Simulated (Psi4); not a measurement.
Run report: S$_{2}$F$_{2}$ (charge +1), energy and gradient calculation

The run: energy and gradient calculation of S$_{2}$F$_{2}$ (Thio-thionyl fluoride), charge +1, multiplicity 2. Method and program: M06-L/def2-SVPD, UKS (Psi4 1.11).

The geometry is that of the parent species in another charge or spin state. The geometry comes from this level: PBE0-D4/def2-TZVP.

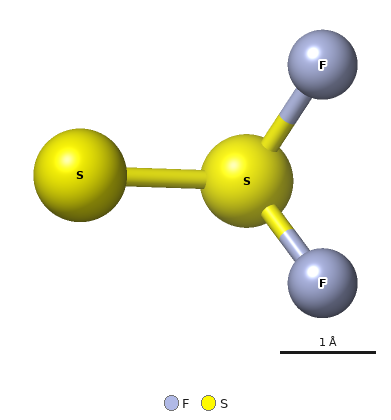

The input geometry (ball-and-stick view, seen on its broad side). Bond lengths as drawn: F–S 1.61 Å and S–S 1.86 Å.

Summary:

- outcome: converged
- total energy: −995.215956 hartree
- basis functions: 100
- largest force: 2.619 eV/Å
- ⟨S²⟩: 0.757
- hardware: 1 thread of Intel Xeon @ 2.50GHz (Skylake/Cascade Lake), 32 GiB of memory available, shared host
- wall time: 1.7 min
- peak memory: 1.1 GiB

Input file (job.py):
```python
import psi4

psi4.set_memory(2200000000)
psi4.set_num_threads(1)
psi4.core.set_output_file('psi4.out', False)

with open('f2s2.xyz') as f:
    atoms = ''.join(f.readlines()[2:])
geom = psi4.geometry('1 2\n' + atoms + 'symmetry c1\nno_reorient\nno_com')

psi4.set_options({
    'basis': 'def2-SVPD',
    'reference': 'uks',
    'puream': True,
    'e_convergence': 1e-09,
    'd_convergence': 1e-08,
    'scf_type': 'pk',
    'dft_radial_points': 99,
    'dft_spherical_points': 590,
    'maxiter': 100,
})

e_tot, wfn = psi4.gradient('m06-l', return_wfn=True)
psi4.oeprop(wfn, 'LOWDIN_CHARGES', 'DIPOLE', 'QUADRUPOLE', title='M06-L')
print('gradient / Eh bohr^-1')
print(e_tot.np.round(6))
print(f'energy = {wfn.energy():.10f} Eh')
```

File f2s2.xyz:
```
4
F2S2
F      0.734930     0.336790     1.199050
S     -0.480890    -0.090070     0.240730
F      0.313460    -1.382440    -0.286190
S     -0.567510     1.135710    -1.153590
```

Launch command:
```bash
python job.py
```

What the program printed:
```
gradient() will perform analytic gradient computation.

   => Loading Basis Set <=

    Name: DEF2-SVPD
    Role: ORBITAL
    Keyword: BASIS

         ---------------------------------------------------------
                                   SCF
                              UKS Reference
                        1 Threads,   2098 MiB Core
         ---------------------------------------------------------

  ==> Geometry <==

    Molecular point group: c1
    Full point group: C1

    Geometry (in Angstrom), charge = 1, multiplicity = 2:

       Center              X                  Y                   Z               Mass
    ------------   -----------------  -----------------  -----------------  -----------------
         F            0.734930000000     0.336790000000     1.199050000000    18.998403162730
         S           -0.480890000000    -0.090070000000     0.240730000000    31.972071174400
         F            0.313460000000    -1.382440000000    -0.286190000000    18.998403162730
         S           -0.567510000000     1.135710000000    -1.153590000000    31.972071174400

  Running in c1 symmetry.

  Rotational constants: A =      0.27024  B =      0.12739  C =      0.09836 [cm^-1]
  Rotational constants: A =   8101.64535  B =   3819.01870  C =   2948.68971 [MHz]
  Nuclear repulsion =  240.671041710624763

  Charge       = 1
  Multiplicity = 2
  Electrons    = 49
  Nalpha       = 25
  Nbeta        = 24

  ==> Algorithm <==

  SCF Algorithm Type is PK.
  DIIS enabled.
  MOM disabled.
  Fractional occupation disabled.
  Guess Type is SAD.
  Energy threshold   = 1.00e-09
  Density threshold  = 1.00e-08
  Integral threshold = 1.00e-12

  ==> Primary Basis <==

  Basis Set: DEF2-SVPD
    Blend: DEF2-SVPD
    Number of shells: 40
    Number of basis functions: 100
    Number of Cartesian functions: 108
    Spherical Harmonics?: true
    Max angular momentum: 2

  ==> DFT Potential <==

   => LibXC <=

    Version 7.1.2

   => Composite Functional: M06-L <=

    M06-L Meta-GGA XC Functional

    Deriv               =              1
    GGA                 =           TRUE
    Meta                =           TRUE

    Exchange Hybrid     =          FALSE
    MP2 Hybrid          =          FALSE

   => Exchange Functionals <=

    1.0000   XC_MGGA_X_M06_L

   => Correlation Functionals <=

    1.0000   XC_MGGA_C_M06_L

   => LibXC Density Thresholds  <==

    XC_MGGA_C_M06_L:  1.00E-12
    XC_MGGA_X_M06_L:  1.00E-15

   => Molecular Quadrature <=

    Radial Scheme          =       TREUTLER
    Pruning Scheme         =           NONE
    Nuclear Scheme         =       TREUTLER

    Blocking Scheme        =         OCTREE
    BS radius alpha        =              1
    Pruning alpha          =              1
    Radial Points          =             99
    Spherical Points       =            590
    Total Points           =         226780
    Total Blocks           =           1740
    Max Points             =            256
    Max Functions          =             98
    Weights Tolerance      =       1.00E-15

  ==> Integral Setup <==

  Using in-core PK algorithm.
   Calculation information:
      Number of atoms:                   4
      Number of AO shells:              40
      Number of primitives:             72
      Number of atomic orbitals:       108
      Number of basis functions:       100

      Integral cutoff                 1.00e-12
      Number of threads:                 1

  Performing in-core PK
  Using 25507550 doubles for integral storage.
  We computed 318794 shell quartets total.
  Whereas there are 336610 unique shell quartets.

  ==> DiskJK: Disk-Based J/K Matrices <==

    J tasked:                  Yes
    K tasked:                   No
    wK tasked:                  No
    Memory [MiB]:              762
    Schwarz Cutoff:          1E-12

  Cached 50.0% of DFT collocation blocks in 0.688 [GiB].

  Minimum eigenvalue in the overlap matrix is 8.2008288999E-04.
  Reciprocal condition number of the overlap matrix is 1.2619795216E-04.
    Using symmetric orthogonalization.

  ==> Pre-Iterations <==

  SCF Guess: Superposition of Atomic Densities via on-the-fly atomic UHF (no occupation information).

   -------------------------
    Irrep   Nso     Nmo
   -------------------------
     A        100     100
   -------------------------
    Total     100     100
   -------------------------

  ==> Iterations <==

                        Total Energy        Delta E     RMS |[F,P]|

   @UKS iter SAD:  -995.72329176802896   -9.95723e+02   0.00000e+00
   @UKS iter   1:  -995.13153629747933    5.91755e-01   4.65766e-03 ADIIS/DIIS
   @UKS iter   2:  -994.84228017164594    2.89256e-01   9.71448e-03 ADIIS/DIIS
   @UKS iter   3:  -995.21470409745154   -3.72424e-01   4.41248e-04 ADIIS/DIIS
   @UKS iter   4:  -995.21550203499226   -7.97938e-04   2.56863e-04 ADIIS/DIIS
   @UKS iter   5:  -995.21578507558297   -2.83041e-04   1.59113e-04 ADIIS/DIIS
   @UKS iter   6:  -995.21594258592768   -1.57510e-04   3.76621e-05 DIIS
   @UKS iter   7:  -995.21595418564004   -1.15997e-05   1.21809e-05 DIIS
   @UKS iter   8:  -995.21595553707743   -1.35144e-06   3.17240e-06 DIIS
   @UKS iter   9:  -995.21595562779544   -9.07180e-08   6.55560e-07 DIIS
   @UKS iter  10:  -995.21595562890434   -1.10890e-09   6.24486e-07 DIIS
   @UKS iter  11:  -995.21595563031769   -1.41335e-09   1.79817e-07 DIIS
   @UKS iter  12:  -995.21595563046549   -1.47793e-10   3.95716e-08 DIIS
   @UKS iter  13:  -995.21595563047583   -1.03455e-11   1.61686e-08 DIIS
   @UKS iter  14:  -995.21595563047742   -1.59162e-12   3.12516e-09 DIIS
  Energy and wave function converged.

  ==> Post-Iterations <==

   Electrons on quadrature grid:
      Nalpha   =   24.9999980745 ; deviation = -1.925e-06
      Nbeta    =   23.9999980837 ; deviation = -1.916e-06
      Ntotal   =   48.9999961582 ; deviation = -3.842e-06

   @Spin Contamination Metric:   6.516373268E-03
   @S^2 Expected:                7.500000000E-01
   @S^2 Observed:                7.565163733E-01
   @S   Expected:                5.000000000E-01
   @S   Observed:                5.000000000E-01

    Orbital Energies [Eh]
    ---------------------

    Alpha Occupied:

       1A    -89.015040     2A    -88.867236     3A    -24.820024
       4A    -24.820001     5A     -8.385952     6A     -8.257759
       7A     -6.300073     8A     -6.299190     9A     -6.291732
      10A     -6.176114    11A     -6.170325    12A     -6.161317
      13A     -1.500918    14A     -1.447953    15A     -1.129287
      16A     -0.927120    17A     -0.803271    18A     -0.773374
      19A     -0.748602    20A     -0.689028    21A     -0.674524
      22A     -0.651755    23A     -0.612520    24A     -0.577637
      25A     -0.574115

    Alpha Virtual:

      26A     -0.373628    27A     -0.324753    28A     -0.295381
      29A     -0.163313    30A     -0.128145    31A     -0.120005
      32A     -0.115252    33A     -0.095235    34A     -0.094050
      35A     -0.084146    36A     -0.068611    37A     -0.066180
      38A     -0.043254    39A     -0.042622    40A     -0.013352
      41A      0.001362    42A      0.018988    43A      0.039652
      44A      0.054496    45A      0.054990    46A      0.070181
      47A      0.082694    48A      0.090251    49A      0.134535
      50A      0.142626    51A      0.154267    52A      0.160199
      53A      0.172992    54A      0.210472    55A      0.279533
      56A      0.346649    57A      0.357036    58A      0.364544
      59A      0.385182    60A      0.405498    61A      0.416945
      62A      0.425498    63A      0.465357    64A      0.487611
      65A      0.506121    66A      0.509223    67A      0.520530
      68A      0.522352    69A      0.559535    70A      0.567515
      71A      0.638471    72A      0.674000    73A      0.725618
      74A      0.731846    75A      0.739463    76A      0.772572
      77A      0.778824    78A      0.796125    79A      0.851444
      80A      0.929489    81A      0.974639    82A      1.132465
      83A      1.219094    84A      1.250288    85A      1.357697
      86A      1.392233    87A      1.542990    88A      1.567918
      89A      1.928352    90A      1.966095    91A      3.040828
      92A      3.045409    93A      3.074648    94A      3.082583
      95A      3.084563    96A      3.086525    97A      3.096530
      98A      3.138433    99A      3.236641   100A      3.316716

    Beta Occupied:

       1A    -89.014599     2A    -88.861782     3A    -24.818328
       4A    -24.818305     5A     -8.385625     6A     -8.255134
       7A     -6.299745     8A     -6.298795     9A     -6.290740
      10A     -6.168362    11A     -6.163870    12A     -6.158147
      13A     -1.495539    14A     -1.441753    15A     -1.111266
      16A     -0.905662    17A     -0.797365    18A     -0.761706
      19A     -0.737247    20A     -0.682667    21A     -0.671539
      22A     -0.649299    23A     -0.595068    24A     -0.558950

    Beta Virtual:

      25A     -0.514965    26A     -0.366938    27A     -0.310830
      28A     -0.276812    29A     -0.160547    30A     -0.121613
      31A     -0.117711    32A     -0.111376    33A     -0.090030
      34A     -0.084169    35A     -0.078545    36A     -0.063391
      37A     -0.056115    38A     -0.034144    39A     -0.031785
      40A     -0.008530    41A      0.007375    42A      0.023530
      43A      0.046036    44A      0.055675    45A      0.055891
      46A      0.073751    47A      0.088533    48A      0.093022
      49A      0.135760    50A      0.151386    51A      0.156500
      52A      0.161427    53A      0.179008    54A      0.209234
      55A      0.281133    56A      0.346860    57A      0.361486
      58A      0.367651    59A      0.388778    60A      0.413404
      61A      0.423833    62A      0.431257    63A      0.465750
      64A      0.508722    65A      0.517432    66A      0.528696
      67A      0.545804    68A      0.553454    69A      0.571356
      70A      0.584533    71A      0.639405    72A      0.684511
      73A      0.725494    74A      0.744147    75A      0.755283
      76A      0.779973    77A      0.783303    78A      0.797257
      79A      0.860556    80A      0.933216    81A      0.979461
      82A      1.147859    83A      1.220174    84A      1.252767
      85A      1.358760    86A      1.395445    87A      1.544512
      88A      1.568632    89A      1.932622    90A      1.970577
      91A      3.045177    92A      3.046187    93A      3.077148
      94A      3.083838    95A      3.085724    96A      3.090494
      97A      3.100373    98A      3.144637    99A      3.242026
     100A      3.324595

    Final Occupation by Irrep:
              A
    DOCC [    24 ]
    SOCC [     1 ]
    NA   [    25 ]
    NB   [    24 ]

  @UKS Final Energy:  -995.21595563047742

   => Energetics <=

    Nuclear Repulsion Energy =            240.6710417106247633
    One-Electron Energy =               -1841.6613511591335737
    Two-Electron Energy =                 677.6912902798071627
    DFT Exchange-Correlation Energy =     -71.9169364617756486
    Empirical Dispersion Energy =           0.0000000000000000
    VV10 Nonlocal Energy =                  0.0000000000000000
    Total Energy =                       -995.2159556304774242

  UHF NO Occupations:
  HONO-2 :   23  A 1.9989657
  HONO-1 :   24  A 1.9989432
  HONO-0 :   25  A 1.0000000
  LUNO+0 :   26  A 0.0010568
  LUNO+1 :   27  A 0.0010343
  LUNO+2 :   28  A 0.0009075
  LUNO+3 :   29  A 0.0001800

Computation Completed

Properties will be evaluated at   0.000000,   0.000000,   0.000000 [a0]

Properties computed using the SCF density matrix

 Multipole Moments:

 ------------------------------------------------------------------------------------
     Multipole            Electronic (a.u.)      Nuclear  (a.u.)        Total (a.u.)
 ------------------------------------------------------------------------------------

 L = 1.  Multiply by 2.5417464519 to convert [e a0] to [Debye]
 Dipole X            :         12.8534484          -13.8684922           -1.0150437
 Dipole Y            :        -12.9352237           13.8316425            0.8964188
 Dipole Z            :         11.3258226          -12.0753877           -0.7495651
 Magnitude           :                                                    1.5478141

 ------------------------------------------------------------------------------------

	total time  =         81 seconds =       1.35 minutes

         ------------------------------------------------------------
                                   SCF GRAD
         ------------------------------------------------------------

  ==> Geometry <==

    Molecular point group: c1
    Full point group: C1

    Geometry (in Angstrom), charge = 1, multiplicity = 2:

       Center              X                  Y                   Z               Mass
    ------------   -----------------  -----------------  -----------------  -----------------
         F            0.734930000000     0.336790000000     1.199050000000    18.998403162730
         S           -0.480890000000    -0.090070000000     0.240730000000    31.972071174400
         F            0.313460000000    -1.382440000000    -0.286190000000    18.998403162730
         S           -0.567510000000     1.135710000000    -1.153590000000    31.972071174400

  Nuclear repulsion =  240.671041710624763

  ==> Basis Set <==

  Basis Set: DEF2-SVPD
    Blend: DEF2-SVPD
    Number of shells: 40
    Number of basis functions: 100
    Number of Cartesian functions: 108
    Spherical Harmonics?: true
    Max angular momentum: 2

  ==> DirectJKGrad: Integral-Direct SCF Gradients <==

    Gradient:                    1
    J tasked:                  Yes
    K tasked:                   No
    wK tasked:                  No
    Integrals threads:           1
    Schwarz Cutoff:          1E-12

  ==> DFT Potential <==

   => LibXC <=

    Version 7.1.2

   => Composite Functional: M06-L <=

    M06-L Meta-GGA XC Functional

    Deriv               =              1
    GGA                 =           TRUE
    Meta                =           TRUE

    Exchange Hybrid     =          FALSE
    MP2 Hybrid          =          FALSE

   => Exchange Functionals <=

    1.0000   XC_MGGA_X_M06_L

   => Correlation Functionals <=

    1.0000   XC_MGGA_C_M06_L

   => LibXC Density Thresholds  <==

    XC_MGGA_C_M06_L:  1.00E-12
    XC_MGGA_X_M06_L:  1.00E-15

   => Molecular Quadrature <=

    Radial Scheme          =       TREUTLER
    Pruning Scheme         =           NONE
    Nuclear Scheme         =       TREUTLER

    Blocking Scheme        =         OCTREE
    BS radius alpha        =              1
    Pruning alpha          =              1
    Radial Points          =             99
    Spherical Points       =            590
    Total Points           =         226780
    Total Blocks           =           1740
    Max Points             =            256
    Max Functions          =             98
    Weights Tolerance      =       1.00E-15

  -Total Gradient:
     Atom            X                  Y                   Z
    ------   -----------------  -----------------  -----------------
       1        0.007663260826    -0.000782427410    -0.001105850255
       2       -0.021669769594     0.033064559127    -0.032115401576
       3        0.007628761327    -0.000944678845    -0.001243378118
       4        0.006321275822    -0.031370845197     0.034519274374

	total time  =         17 seconds =       0.28 minutes

Properties will be evaluated at   0.000000,   0.000000,   0.000000 [a0]

Properties computed using the M06-L density matrix

 Multipole Moments:

 ------------------------------------------------------------------------------------
     Multipole            Electronic (a.u.)      Nuclear  (a.u.)        Total (a.u.)
 ------------------------------------------------------------------------------------

 L = 1.  Multiply by 2.5417464519 to convert [e a0] to [Debye]
 Dipole X            :         12.8534484          -13.8684922           -1.0150437
 Dipole Y            :        -12.9352237           13.8316425            0.8964188
 Dipole Z            :         11.3258226          -12.0753877           -0.7495651
 Magnitude           :                                                    1.5478141

 L = 2.  Multiply by 1.3450342976 to convert [e a0^2] to [Debye ang]
 Quadrupole XX       :        -73.8990858           52.1324690          -21.7666167
 Quadrupole XY       :         39.3623488          -40.3237906           -0.9614419
 Quadrupole XZ       :        -55.6441992           56.2304356            0.5862364
 Quadrupole YY       :       -159.6560277          139.2297742          -20.4262534
 Quadrupole YZ       :         46.9748856          -50.4020198           -3.4271341
 Quadrupole ZZ       :       -148.0093960          128.1875277          -19.8218683
 Traceless XX        :         53.2890841          -54.3841213           -1.0950372
 Traceless YY        :        -32.4678579           32.7131839            0.2453260
 Traceless ZZ        :        -20.8212262           21.6709374            0.8497112

 ------------------------------------------------------------------------------------
  Lowdin Charges: (a.u.)
   Center  Symbol    Alpha    Beta     Spin     Total
       1     F     4.70887  4.65696  0.05191 -0.36583
       2     S     7.52056  7.39649  0.12407  1.08296
       3     F     4.70887  4.65696  0.05191 -0.36583
       4     S     8.06171  7.28960  0.77211  0.64869

  Total alpha = 25.00000, Total beta = 24.00000, Total charge =  1.00000
```

Standard output:
```
gradient / Eh bohr^-1
[[ 0.007663 -0.000782 -0.001106]
 [-0.02167   0.033065 -0.032115]
 [ 0.007629 -0.000945 -0.001243]
 [ 0.006321 -0.031371  0.034519]]
energy = -995.2159556305 Eh
```

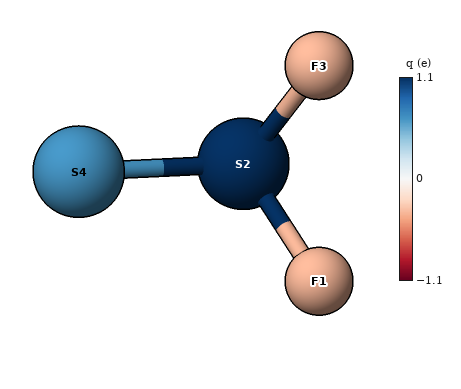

Löwdin charges, as the colour of each atom (ball-and-stick view, seen on its broad side; atoms are numbered from 1 in the order of the input). By element: F −0.37 and S +0.65 to +1.08 e.
